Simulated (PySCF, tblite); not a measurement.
**Si₄H₈O₄: geometry, infrared bands and NMR shifts**

What infrared bands and NMR shifts should Si₄H₈O₄ (`[SiH3]O[SiH]1O[SiH2]O[SiH2]O1`) show?

Programs: tblite 0.8.0 and PySCF 2.14.0, with density-fitted response routines of our own. Each step states its level of theory. These are calculated values for one molecule in the gas phase, unless marked as measured. Atoms are numbered from 0 throughout.

## (1) The molecule as given

16 atoms, charge 0, multiplicity 1; geometry from: force field or distance geometry start.

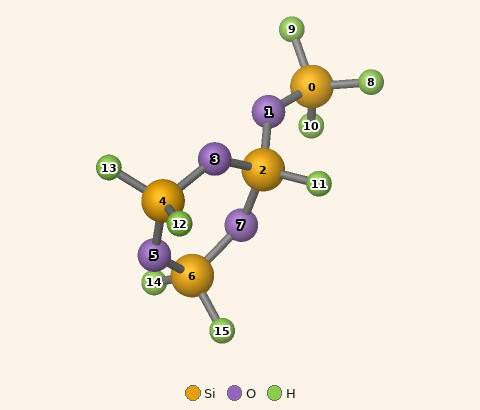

As it starts; silicon amber, oxygen purple, hydrogen green, atoms numbered.

## (2) Optimising the geometry with GFN2-xTB

Job settings and geometry (Å):

```
{"job": {"kind": "relax", "xc": "GFN2-xTB", "basis": "xTB"}, "charge": 0, "multiplicity": 1}
Si     3.332400     0.540900    -0.260900
O      1.695500     0.840200    -0.315700
Si     0.356800     0.410400     0.534300
O     -0.941100     1.366100     0.066700
Si    -2.525700     0.980200    -0.252700
O     -2.634700    -0.674400    -0.389800
Si    -1.532600    -1.882400    -0.080200
O     -0.059300    -1.162100     0.236900
H      3.879000     0.986800     1.044200
H      3.989600     1.289300    -1.347800
H      3.579300    -0.908400    -0.431800
H      0.576500     0.583900     1.983000
H     -3.393200     1.446700     0.860400
H     -2.935000     1.612600    -1.536400
H     -1.424600    -2.771700    -1.248800
H     -1.970500    -2.649100     1.127200
```

Launch:

```console
$ OMP_NUM_THREADS=1 python probes_run.py task.json out
```

The driver reads the jobs from task.json and runs them one after another.

**Question.** This job is followed by: GFN2-xTB harmonic vibrations, gas phase; GIAO PBE0/pcSseg-1 NMR shielding, non-relativistic, gas phase. Predict these results of the whole session: strongest single infrared mode (GFN2-xTB); zero-point energy (GFN2-xTB); ¹H shifts against TMS (PBE0/pcSseg-1, means over atoms taken as alike); ²⁹Si shifts against TMS (PBE0/pcSseg-1, means over atoms taken as alike); ¹⁷O shifts against H2O (PBE0/pcSseg-1, means over atoms taken as alike).

As calculated:

| quantity | value |
| --- | --- |
| strongest single infrared mode (GFN2-xTB) | 1042 cm⁻¹, 837 km/mol |
| zero-point energy (GFN2-xTB) | 53.7 kcal/mol |
| ¹H shifts against TMS (PBE0/pcSseg-1, means over atoms taken as alike) | 5.30, 5.27, 5.17, 4.26 ppm |
| ²⁹Si shifts against TMS (PBE0/pcSseg-1, means over atoms taken as alike) | -37.3, -43.0, -72.8 ppm |
| ¹⁷O shifts against H2O (PBE0/pcSseg-1, means over atoms taken as alike) | 105.0, 88.3, 60.8 ppm |

In words: The optimisation took 152 steps and gained 0.462 eV; among the close pairs (by a distance rule), Si2–O3 changed most, from 1.678 to 1.621 Å. No mode is imaginary among the 42: a minimum at this level. The strongest single mode, at 1042 cm⁻¹, is carried by O7, O3, Si2, O1. GFN2-xTB is a fitted tight-binding method: band positions and strengths are rough. Its intensities can rank the bands wrongly. At PBE0/pcSseg-1: Shielding is most anisotropic at O5 (span 139 ppm, paramagnetic term -156 ppm).
